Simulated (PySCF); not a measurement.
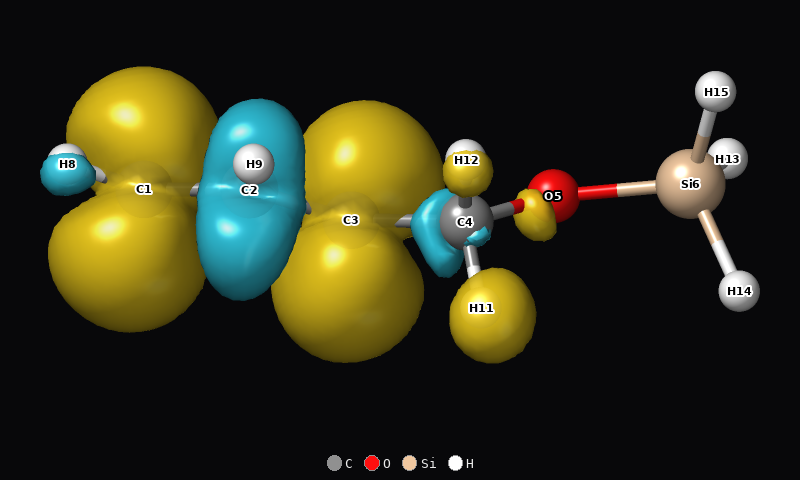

*C4H9OSi (SMILES [CH2]/C=C/CO[SiH3]) (doublet). Isosurfaces of the spin density (α minus β) at +0.015 (yellow) and −0.015 e/Å³ (cyan), seen from one side.*

Geometry: GFN2-xTB.

These are results of PySCF, UKS B3LYP, pcH-1 on C H O Si, non-relativistic, mean-field spin-orbit, GIAO, not measurements.

```xyz
15

C     3.1826   -0.2610    0.8964
C     2.0195    0.3372    0.4957
C     0.8732   -0.3451    0.1477
C    -0.3770    0.3170   -0.3041
O    -1.4919   -0.4381    0.0713
Si   -3.0653   -0.1305   -0.1479
H     3.2608   -1.3318    0.9586
H     4.0477    0.3163    1.1649
H     1.9922    1.4193    0.4428
H     0.8433   -1.4222    0.1998
H    -0.3714    0.4182   -1.4044
H    -0.4496    1.3323    0.1101
H    -3.6202   -1.3218    0.4687
H    -3.3874   -0.0013   -1.5739
H    -3.4607    1.1196    0.5099
```

Where is the unpaired spin?

Answer. The unpaired spin (1 electron) lies mostly on C1 (about 0.4) and C3 (about 0.4), in electrons by Hirshfeld's partition.
